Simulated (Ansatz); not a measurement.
Input

```
crystal:
  periodic: [false, false, false]
  atoms:
    - { symbol: C, position_ang: [1.56351, 0.56977, 0.07017] }
    - { symbol: C, position_ang: [0.72576, -0.67232, -0.232] }
    - { symbol: C, position_ang: [-0.72241, -0.34189, -0.63276] }
    - { symbol: F, position_ang: [-1.32308, -1.49941, -1.09775] }
    - { symbol: C, position_ang: [-1.55522, 0.20523, 0.53109] }
    - { symbol: F, position_ang: [-1.21013, 1.51607, 0.80565] }
    - { symbol: H, position_ang: [2.6271, 0.27551, 0.19371] }
    - { symbol: H, position_ang: [1.49428, 1.30028, -0.76368] }
    - { symbol: H, position_ang: [1.22954, 1.04759, 1.01402] }
    - { symbol: H, position_ang: [0.73454, -1.34975, 0.64951] }
    - { symbol: H, position_ang: [1.20677, -1.21475, -1.07486] }
    - { symbol: H, position_ang: [-0.7238, 0.39624, -1.46427] }
    - { symbol: H, position_ang: [-1.41587, -0.41561, 1.44159] }
    - { symbol: H, position_ang: [-2.63097, 0.18303, 0.25591] }
basis:
  gaussian:
    orbitals: cc-pVDZ
correlation:
  method: mp2
output:
  orbitals: {}
  forces: true
```

Run with:

```sh
python energy_c4h8f2.py
```

The fields and orbitals are those of the mean-field reference, not of the correlated method; not at a stationary point (largest force 0.9 eV/Å).

Level of theory: Ansatz 0.2.0, MP2, Gaussian basis.

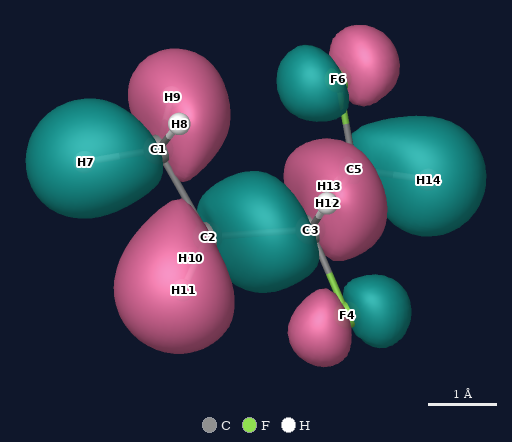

C$_{4}$H$_{8}$F$_{2}$ (SMILES CCC(F)CF). The HOMO at ±0.08 Å⁻³ᐟ² (teal and pink are the two phases), seen at a tilt.

Question: What is the character of this orbital?

Answer: By Hirshfeld shares it lies mainly on C2 (about 20 %), C3 (about 15 %), C5 (about 15 %), C1 (about 10 %), H11 (about 10 %) and H7 (about 5 %). Its energy is −12.64 eV.
